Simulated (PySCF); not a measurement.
SMILES C=[SiH] (CH3Si), doublet at its CAM-B3LYP/def2-SVP optimised geometry (Å):

```
5

C      0.9471    -0.1811     0.0000
Si    -0.7578    -0.1811     0.0000
H      1.5507    -1.0913     0.0005
H      1.5036     0.7632    -0.0003
H     -1.5507     1.0913     0.0000
```

Computed with unrestricted CAM-B3LYP/def2-TZVP in PySCF 2.14.0. Cells within 0.4 Å of a nucleus heavier than hydrogen are left out (blank, or x).

Map of the spin density (e/bohr³) on the plane z = 0.0 Å:

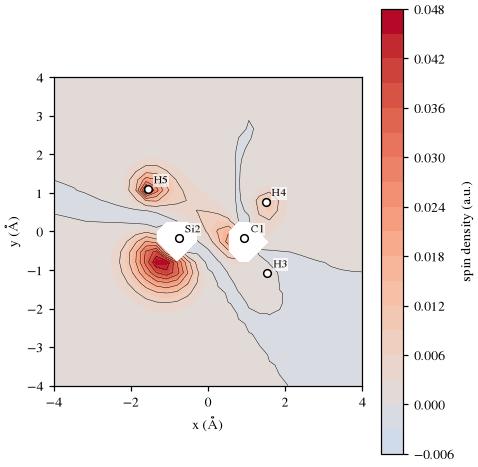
*Spin density (e/bohr³) on the plane z = 0.0 Å.*
